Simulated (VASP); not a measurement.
Band structure of Ta (bcc). Level of theory: rev-vdW-DF2, VASP's PBE PAW potentials (set 64) (plane waves; VASP 6.6.1).

Unless said otherwise, spin-orbit coupling is left out, though it shifts the bands of the heavy elements here.

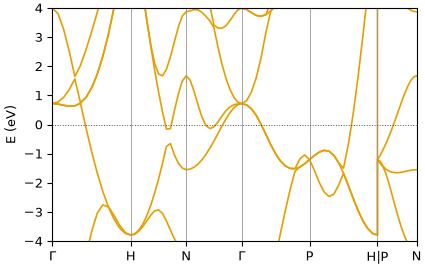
Figure. Bands along high-symmetry lines, zero at the valence-band maximum or, without a gap, the Fermi level

Task: Read the plot: is there a gap, and where are the band edges?

Result: It has no gap at this level: it comes out as a metal or semimetal. (Edges off the drawn lines would not show.)

The compound is Ta in the bcc structure. It was relaxed first.
